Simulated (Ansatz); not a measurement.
Input

```
crystal:
  periodic: [false, false, false]
  atoms:
    - { symbol: O, position_ang: [0.9314, 1.51448, 0.10412] }
    - { symbol: C, position_ang: [0.76912, 0.12042, 0.4114] }
    - { symbol: Si, position_ang: [-0.32409, -0.96962, -0.36049] }
    - { symbol: S, position_ang: [-1.49685, -2.63634, -0.50148] }
    - { symbol: H, position_ang: [0.12043, 1.97106, 0.34645] }
total_charge: -1
basis:
  gaussian: { orbitals: cc-pVDZ }
hamiltonian:
  xc: b3lyp
relax:
  f_tol: 0.015
  max_steps: 40
output:
  orbitals: {}
```

Run with:

```sh
ansatz run input.yaml --threads 1 --pin off --max-ram 2048MiB --backend cpu --events-out ev --progress --plain --runs-dir out
```

The fields are those of the relaxed geometry.

The highest occupied orbital lies above zero, a sign that basis and functional describe the outermost electron poorly.

Method: RKS B3LYP/cc-pVDZ (Ansatz 0.2.0).

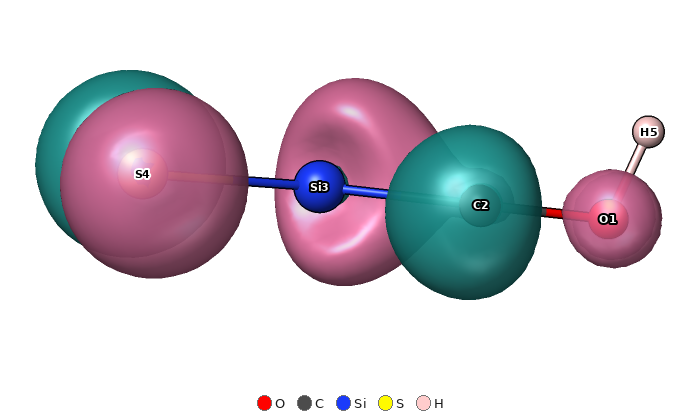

CHOSSi (charge −1). The HOMO−1 at ±0.15 Å⁻³ᐟ² (teal and pink are the two phases), seen across its widest extent.

Question: What is the character of this orbital?

Answer: By Hirshfeld shares it lies mainly on S4 (about 45 %), Si3 (about 25 %), C2 (about 20 %) and O1 (about 5 %). Its energy is −0.03 eV.
